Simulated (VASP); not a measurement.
# Sr3V2O8 with rev-vdW-DF2 + U: from relaxation to properties, part 5 of 6

How well does rev-vdW-DF2 + U reproduce what experiment finds for Sr3V2O8? The cell is relaxed first, and properties follow on it. Left out of this account: 2 further runs (self-consistent run: a volume scan without its fit). The start is a cell from a database of measured crystal structures.

VASP 6.6.1; rev-vdW-DF2, DFT+U (V d 3 eV), spin-polarised from a ferromagnetic start; plane waves and PAW (Sr_sv, V_sv, O).

So far, gap on the k-mesh (eV): step 2 (full relaxation (rev-vdW-DF2 + U)) 3.75. The relaxed cell has a = 5.631, c = 20.206 Å (conventional setting).

### 5. Total and projected DOS (rev-vdW-DF2 + U)

A density of states needs more k-points than a total energy; ISMEAR = -5 takes tetrahedra, and LORBIT projects the states on the PAW spheres. The mesh is finer than in the run before.

The input, INCAR:

```
SYSTEM = Sr3V2O8
PREC = Accurate
ENCUT = 520
EDIFF = 1E-06
NELM = 100
ISMEAR = -5
SIGMA = 0.05
LREAL = .FALSE.
ALGO = Normal
GGA = MK
AGGAC = 0
LUSE_VDW = .TRUE.
PARAM1 = 0.1234
PARAM2 = 0.711357
ZAB_VDW = -1.8867
LASPH = .TRUE.
NBANDS = 91
ISPIN = 2
MAGMOM = 0 0 0 2 2 0 0 0 0 0 0 0 0
LDAU = .TRUE.
LDAUTYPE = 2
LDAUL = -1 2 -1
LDAUU = 0 3 0
LDAUJ = 0 0 0
LDAUPRINT = 1
LMAXMIX = 4
LORBIT = 11
LWAVE = .FALSE.
LCHARG = .FALSE.
KPAR = 8
NEDOS = 2001
```

The input, POSCAR:

```
Sr3V2O8
1.0
    2.8153953510      4.8764077914      0.0000000000
   -2.8153953510      4.8764077914      0.0000000000
    0.0000000000     -3.2509385276      6.7352845744
Sr V O
3 2 8
Direct
    0.0000000000      0.0000000000      0.0000000000
    0.7982961710      0.7982961710      0.3948885130
    0.2017038290      0.2017038290      0.6051114870
    0.5940169431      0.5940169431      0.7820508292
    0.4059830569      0.4059830569      0.2179491708
    0.6789399833      0.6789399833      0.0368199500
    0.3210600167      0.3210600167      0.9631800500
    0.7321899012      0.2303519877      0.6947317901
    0.7321899012      0.7321899012      0.6947317901
    0.2303519877      0.7321899012      0.6947317901
    0.2678100988      0.7696480123      0.3052682099
    0.7696480123      0.2678100988      0.3052682099
    0.2678100988      0.2678100988      0.3052682099
```

The input, KPOINTS:

```
Automatic mesh
0
Gamma
6 6 6
0 0 0
```

PAW data sets: Sr_sv, V_sv and O (PBE family, release 64).

The run is started by

```bash
$ mpirun -np 8 vasp_std
```

Output:

```text
[... set-up lines as in an earlier step ...]
 entering main loop
       N       E                     dE             d eps       ncg     rms          rms(c)
DAV:   1     0.991404294324E+03    0.99140E+03   -0.54545E+04 11680   0.115E+03
DAV:   2    -0.246126522729E+02   -0.10160E+04   -0.96216E+03 12512   0.342E+02
DAV:   3    -0.979220606032E+02   -0.73309E+02   -0.72256E+02 14568   0.975E+01
DAV:   4    -0.998036545872E+02   -0.18816E+01   -0.18641E+01 17136   0.130E+01
DAV:   5    -0.998471181842E+02   -0.43464E-01   -0.43454E-01 14520   0.183E+00    0.748E+01
DAV:   6    -0.831753588817E+02    0.16672E+02   -0.88026E+01 14114   0.609E+01    0.432E+01
DAV:   7    -0.784521236668E+02    0.47232E+01   -0.76623E+01 13138   0.610E+01    0.400E+01
DAV:   8    -0.736686025100E+02    0.47835E+01   -0.87331E+00 13012   0.136E+01    0.177E+01
DAV:   9    -0.722449777593E+02    0.14236E+01   -0.16430E+00 14376   0.106E+01    0.491E+00
DAV:  10    -0.722406053366E+02    0.43724E-02   -0.42902E-01 12762   0.286E+00    0.203E+00
DAV:  11    -0.722283890134E+02    0.12216E-01   -0.51123E-02 13368   0.813E-01    0.673E-01
DAV:  12    -0.722291199992E+02   -0.73099E-03   -0.39925E-03 13991   0.381E-01    0.315E-01
DAV:  13    -0.722298160016E+02   -0.69600E-03   -0.16248E-03 13504   0.177E-01    0.180E-01
DAV:  14    -0.722299206915E+02   -0.10469E-03   -0.11907E-04 14594   0.401E-02    0.909E-02
DAV:  15    -0.722299265962E+02   -0.59047E-05   -0.27213E-05 13800   0.321E-02    0.376E-02
DAV:  16    -0.722299294012E+02   -0.28049E-05   -0.28347E-05 12856   0.197E-02    0.155E-02
DAV:  17    -0.722299280747E+02    0.13265E-05   -0.41408E-06 12437   0.111E-02    0.955E-03
DAV:  18    -0.722299275456E+02    0.52904E-06   -0.37664E-07  7257   0.426E-03
   1 F= -.72229928E+02 E0= -.72229928E+02  d E =0.000000E+00  mag=    -0.0001
```

Wall time 7.6 min (8 MPI ranks of Intel Xeon Platinum 8488C (Sapphire Rapids), shared host); peak memory 11 GiB.

From OUTCAR (step 5):

```text
   k-points           NKPTS =     32   k-points in BZ     NKDIM =     32   number of bands    NBANDS=     91

   NELECT =     104.0000    total number of electrons

atom =   4  type =  2  l = 2

 onsite density matrix

spin component  1

  0.3278 -0.0000 -0.0000  0.0761 -0.0000
 -0.0000  0.2905  0.0000  0.0000  0.0761
 -0.0000  0.0000  0.3858  0.0000  0.0000
  0.0761  0.0000  0.0000  0.2905  0.0000
 -0.0000  0.0761  0.0000  0.0000  0.3278

spin component  2

 occupancies and eigenvectors

  o =  0.2308  v =  0.0000  0.0000  0.0000  0.0000  0.0000  0.6173  0.0000  0.0000 -0.7867  0.0000      0.0000  0.0000  0.0000  0.0000  0.0000  0.0000  0.0000  0.0000  0.0000  0.0000
  o =  0.2308  v =  0.0000  0.0000  0.0000  0.0000  0.0000  0.0000 -0.7867 -0.0000  0.0000  0.6173      0.0000  0.0000  0.0000  0.0000  0.0000  0.0000  0.0000  0.0000  0.0000  0.0000
  o =  0.2308  v =  0.6173  0.0000  0.0000 -0.7867  0.0000  0.0000  0.0000  0.0000  0.0000  0.0000      0.0000  0.0000  0.0000  0.0000  0.0000  0.0000  0.0000  0.0000  0.0000  0.0000
  o =  0.2308  v =  0.0000 -0.7867 -0.0000  0.0000  0.6173  0.0000  0.0000  0.0000  0.0000  0.0000      0.0000  0.0000  0.0000  0.0000  0.0000  0.0000  0.0000  0.0000  0.0000  0.0000
  o =  0.3858  v =  0.0000  0.0000  0.0000  0.0000  0.0000  0.0000  0.0000 -1.0000  0.0000  0.0000      0.0000  0.0000  0.0000  0.0000  0.0000  0.0000  0.0000  0.0000  0.0000  0.0000
  o =  0.3858  v =  0.0000  0.0000 -1.0000  0.0000  0.0000  0.0000  0.0000  0.0000  0.0000  0.0000      0.0000  0.0000  0.0000  0.0000  0.0000  0.0000  0.0000  0.0000  0.0000  0.0000
  o =  0.3874  v =  0.0000  0.0000  0.0000  0.0000  0.0000 -0.7867  0.0000  0.0000 -0.6173  0.0000      0.0000  0.0000  0.0000  0.0000  0.0000  0.0000  0.0000  0.0000  0.0000  0.0000
  o =  0.3874  v =  0.0000  0.0000  0.0000  0.0000  0.0000  0.0000 -0.6173 -0.0000  0.0000 -0.7867      0.0000  0.0000  0.0000  0.0000  0.0000  0.0000  0.0000  0.0000  0.0000  0.0000
  o =  0.3874  v = -0.7867  0.0000  0.0000 -0.6173  0.0000  0.0000  0.0000  0.0000  0.0000  0.0000      0.0000  0.0000  0.0000  0.0000  0.0000  0.0000  0.0000  0.0000  0.0000  0.0000
  o =  0.3874  v =  0.0000 -0.6173 -0.0000  0.0000 -0.7867  0.0000  0.0000  0.0000  0.0000  0.0000      0.0000  0.0000  0.0000  0.0000  0.0000  0.0000  0.0000  0.0000  0.0000  0.0000

atom =   5  type =  2  l = 2

 onsite density matrix

spin component  1

spin component  2

 occupancies and eigenvectors

  o =  0.2308  v =  0.0000  0.0000  0.0000  0.0000  0.0000  0.6173  0.0000  0.0000 -0.7867  0.0000      0.0000  0.0000  0.0000  0.0000  0.0000  0.0000  0.0000  0.0000  0.0000  0.0000
  o =  0.2308  v =  0.0000  0.0000  0.0000  0.0000  0.0000  0.0000 -0.7867 -0.0000  0.0000  0.6173      0.0000  0.0000  0.0000  0.0000  0.0000  0.0000  0.0000  0.0000  0.0000  0.0000
  o =  0.2308  v =  0.6173  0.0000  0.0000 -0.7867 -0.0000  0.0000  0.0000  0.0000  0.0000  0.0000      0.0000  0.0000  0.0000  0.0000  0.0000  0.0000  0.0000  0.0000  0.0000  0.0000
  o =  0.2308  v =  0.0000 -0.7867 -0.0000 -0.0000  0.6173  0.0000  0.0000  0.0000  0.0000  0.0000      0.0000  0.0000  0.0000  0.0000  0.0000  0.0000  0.0000  0.0000  0.0000  0.0000
  o =  0.3858  v =  0.0000  0.0000  0.0000  0.0000  0.0000  0.0000 -0.0000  1.0000  0.0000 -0.0000      0.0000  0.0000  0.0000  0.0000  0.0000  0.0000  0.0000  0.0000  0.0000  0.0000
  o =  0.3858  v = -0.0000 -0.0000  1.0000 -0.0000 -0.0000  0.0000  0.0000  0.0000  0.0000  0.0000      0.0000  0.0000  0.0000  0.0000  0.0000  0.0000  0.0000  0.0000  0.0000  0.0000
  o =  0.3874  v =  0.0000  0.0000  0.0000  0.0000  0.0000 -0.7867  0.0000  0.0000 -0.6173  0.0000      0.0000  0.0000  0.0000  0.0000  0.0000  0.0000  0.0000  0.0000  0.0000  0.0000
  o =  0.3874  v =  0.0000  0.0000  0.0000  0.0000  0.0000  0.0000 -0.6173 -0.0000  0.0000 -0.7867      0.0000  0.0000  0.0000  0.0000  0.0000  0.0000  0.0000  0.0000  0.0000  0.0000
  o =  0.3874  v =  0.7867 -0.0000 -0.0000  0.6173 -0.0000  0.0000  0.0000  0.0000  0.0000  0.0000      0.0000  0.0000  0.0000  0.0000  0.0000  0.0000  0.0000  0.0000  0.0000  0.0000
  o =  0.3874  v = -0.0000 -0.6173 -0.0000 -0.0000 -0.7867  0.0000  0.0000  0.0000  0.0000  0.0000      0.0000  0.0000  0.0000  0.0000  0.0000  0.0000  0.0000  0.0000  0.0000  0.0000

 E-fermi :   1.4993

 spin component 1
 k-point     1 :       0.0000    0.0000    0.0000
  band No.  band energies     occupation
    ...
     48       1.0337      1.00000
     49       1.1580      1.00000
     50       1.1580      1.00000
     51       1.2301      1.00000
     52       1.4898      1.00000
     53       5.4887      0.00000
     54       5.4887      0.00000
     55       5.5252      0.00000
     56       5.5252      0.00000
     57       6.3445      0.00000
    ...

 k-point     2 :       0.1667    0.0000    0.0000
  band No.  band energies     occupation
    ...
     48       1.0743      1.00000
     49       1.0839      1.00000
     50       1.1266      1.00000
     51       1.1886      1.00000
     52       1.3746      1.00000
     53       5.4605      0.00000
     54       5.5126      0.00000
     55       5.5711      0.00000
     56       5.5909      0.00000
     57       6.4621      0.00000
    ...

Total vdW correction in eV:     17.8635050

  Total        0.0132095      0.0132095      0.0292331      0.0000000     -0.0000000      0.0000000
  in kB        0.1144383      0.1144383      0.2532565      0.0000000     -0.0000000      0.0000000
  external PRESSURE =       0.1607111 kB  Pullay stress =       0.0000000 kB

 POSITION                                       TOTAL-FORCE (eV/Angst)
 -----------------------------------------------------------------------------------
      0.00000      0.00000      0.00000        -0.000000     -0.000000      0.000000
      0.00000      6.50188      2.65969        -0.000000     -0.000000     -0.002350
      0.00000      0.00000      4.07560        -0.000000      0.000000      0.002350
      0.00000      3.25094      5.26733        -0.000000     -0.000000     -0.003685
      0.00000      3.25094      1.46795        -0.000000      0.000000      0.003685
      0.00000      6.50188      0.24799        -0.000000      0.000000      0.004435
      0.00000      0.00000      6.48729        -0.000000     -0.000000     -0.004435
      1.41287      2.43522      4.67922         0.006795     -0.003923     -0.003045
      0.00000      4.88238      4.67922        -0.000000      0.007846     -0.003045
     -1.41287      2.43522      4.67922        -0.006795     -0.003923     -0.003045
     -1.41287      4.06666      2.05607        -0.006795      0.003923      0.003045
      1.41287      4.06666      2.05607         0.006795      0.003923      0.003045
      0.00000      1.61949      2.05607        -0.000000     -0.007846      0.003045
 -----------------------------------------------------------------------------------
    total drift:                                0.000000      0.000000     -0.000000

  FREE ENERGIE OF THE ION-ELECTRON SYSTEM (eV)
  ---------------------------------------------------
  free  energy   TOTEN  =       -72.2299275456 eV

  energy  without entropy=      -72.2299275456  energy(sigma->0) =      -72.22992755

Total vdW correction in eV:     17.8635841

[... 8 parts as in an earlier step ...]

[... 12 further parts left out ...]
```

This step gave:

```yaml
irreducible_k_points: 32
free_energy_toten: -72.2299 eV
fermi_energy: 1.499 eV
pressure: 0.01607 GPa
least_direct_gap_at_k: 0.3333, 0, 0.3333
least_direct_gap_on_the_k_mesh: 3.909 eV
```

The density of states has structure finer than the step of the table below, so its rows give means over 1 eV, whole bins alone (the curve runs from -12.0 to 5.08 eV). Peaks (eV: height): total -2.3: 20.3, -1.4: 20.0, -0.5: 24.4, 4.1: 22.6; O p -2.3: 10.2, -1.8: 11.5, -1.4: 12.1, -0.3: 16.6; V d -2.3: 4.75, 4.1: 15.7, 4.9: 8.02; V p -1.8: 0.740, -1.4: 0.933, -1.2: 0.520, -0.9: 0.439; Sr d -1.8: 0.305, -1.2: 0.355, 4.0: 0.293, 4.9: 0.436.

States under -12.0 eV and over 5.1 eV are left out; both spin channels agree and are summed. Density of states against energy, zero at the valence-band top; means over each step; 7 of 9 lines; values in states/eV/cell:

```csv
energy (eV),total,O p,V d,V p,Sr d,V s,Sr p
-4,0,0,0,0,0,0,0
-3,14.0,6.69,3.14,0.0858,0.144,0.119,0.167
-2,15.1,8.23,2.23,0.333,0.192,0.428,0.174
-1,10.7,6.71,0.238,0.304,0.147,0.0553,0.0876
0,8.24,5.76,0.0586,0.0586,0.0539,0.0120,0.0295
1,0,0,0,0,0,0,0
2,0,0,0,0,0,0,0
3,0,0,0,0,0,0,0
4,8.01,1.32,5.57,0.00811,0.105,8.7e-4,0.0211
```

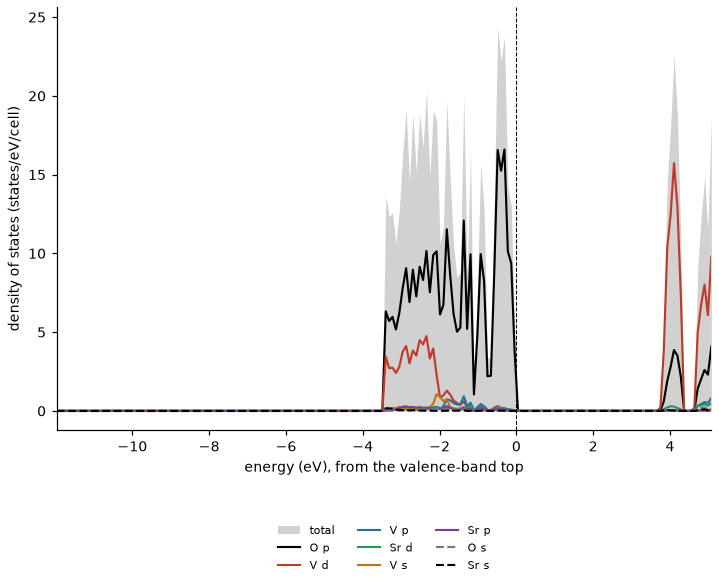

Density of states, plotted against energy.

The gap on this mesh is 3.75 eV. In the top eV of the valence band the largest shares in the PAW spheres are O p 68 %; in the lowest eV of the conduction band, V d 68 % and O p 16 %. The rest lies in smaller channels or between the spheres.

(Continued in part 6 of 6.)

[Lines on the potential files, build, host, timing and source positions are cut from VASP's logs without a mark.]

[Logs are printed without paths, hosts, clocks, repeated set-up lines and the standing remarks that a program may print on its own settings, such as how far it seeks lower states.]

[Hosts, paths, dates, database ids (printed as entryN), source tags and the programs' standing remarks are cut or masked in the printed files.]

[A measured line is paired with the nearest computed mode of its activity, which favours agreement.]

[In band tables of VASP the shares of atoms and orbitals are scaled to a sum of 1 inside the atoms' spheres.]
